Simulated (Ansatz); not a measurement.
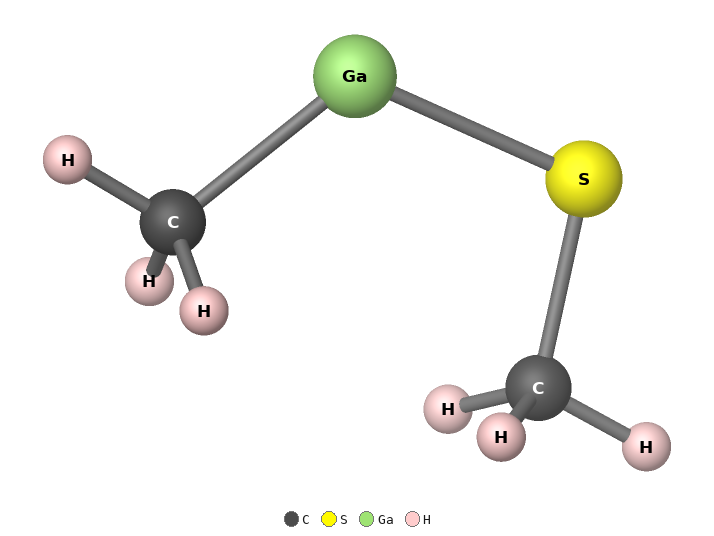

The structure as it stands in the input.

Input file:

```yaml
crystal:
  periodic: [false, false, false]
  atoms:
    - {symbol: C, position_ang: [-0.589852, 1.411958, -0.833079]}
    - {symbol: S, position_ang: [0.964082, 1.873324, -0.001874]}
    - {symbol: Ga, position_ang: [1.568311, -0.025679, 0.989709]}
    - {symbol: C, position_ang: [0.387950, -1.619906, 0.759375]}
    - {symbol: H, position_ang: [-0.430193, 0.623914, -1.567804]}
    - {symbol: H, position_ang: [-1.347032, 1.097420, -0.116106]}
    - {symbol: H, position_ang: [-0.948974, 2.302224, -1.350392]}
    - {symbol: H, position_ang: [0.782658, -2.491579, 1.279139]}
    - {symbol: H, position_ang: [-0.604144, -1.381531, 1.151450]}
    - {symbol: H, position_ang: [0.300391, -1.841345, -0.307419]}
basis:
  gaussian: {orbitals: def2-TZVPP}
magnetization: {spin_polarized: true, initial_magnetization: 1}
hamiltonian: {xc: {name: B97M-V}}
output: {orbitals: {seedname: orbitals}}
```

It was started with:

```sh
ansatz run in.yaml --threads 2 --pin off --events-out ev --progress --plain --max-ram 32768MiB --backend cpu
```

Result:

```
Functional definition: B97M-V
  name "B97M-V"
  cite "Mardirossian & Head-Gordon, J. Chem. Phys. 142, 074111 (2015) doi:10.1063/1.4907719"
  cite "Becke, J. Chem. Phys. 107, 8554 (1997) doi:10.1063/1.475007"
  cite "Vydrov & Van Voorhis, J. Chem. Phys. 133, 244103 (2010) doi:10.1063/1.3521275"
  # Of w^i u^j: cxij and so on, Table III.
  parameter cx00 = 1.000
  parameter cx01 = 1.308
  parameter cx02 = 1.901
  parameter cx10 = 0.416
  parameter cx11 = 3.070
  parameter css00 = 1.000
  parameter css02 = -1.855
  parameter css10 = -5.668
  parameter css32 = -20.497
  parameter css42 = -20.364
  parameter cos00 = 1.000
  parameter cos01 = 1.573
  parameter cos03 = -6.298
  parameter cos10 = 2.535
  parameter cos32 = -6.427
  parameter b = 6.0
  parameter c = 0.01
  gx(w, u) = cx00 + cx01*u + cx02*u^2 + (cx10 + cx11*u)*w
  gss(w, u) = css00 + css02*u^2 + css10*w + (css32*w^3 + css42*w^4)*u^2
  gos(w, u) = cos00 + cos01*u + cos03*u^3 + cos10*w + cos32*w^3*u^2
  exchange = spin_sum(e_x_unif_s*gx(b97_w, b97_u_x))
  correlation = spin_sum(e_c_pw_mod_same_spin*gss(b97_w, b97_u_same))
      + integral(e_c_pw_mod_opposite_spin*gos(b97_w_opposite, b97_u_opposite)) + vv10(b, c)
1366 factors; their error is unknown
mean field evaluation 1: about -65360.5648 eV, gradient 5.3e1 eV
mean field evaluation 2: about -65334.0008 eV, gradient 8.1e1 eV
mean field evaluation 4: about -65373.6694 eV, gradient 5.3e0 eV
mean field evaluation 8: about -65373.7873 eV, gradient 3.0e-1 eV
mean field evaluation 16: about -65373.7550 eV, gradient 8.1e-4 eV
mean field -65373.75501766 eV, -2402.4411849762 hartree, gradient 2.3e-5 eV, S^2 0.751954; 0 other end points of the search recorded, 0 dependent functions left out
reference -65373.75507791 eV, -2402.4411871903 hartree; 33, 32 occupied and 203, 204 virtual orbitals, 1366 factors
Total energy: -65373.75507791 eV, -2402.4411871903 hartree
```
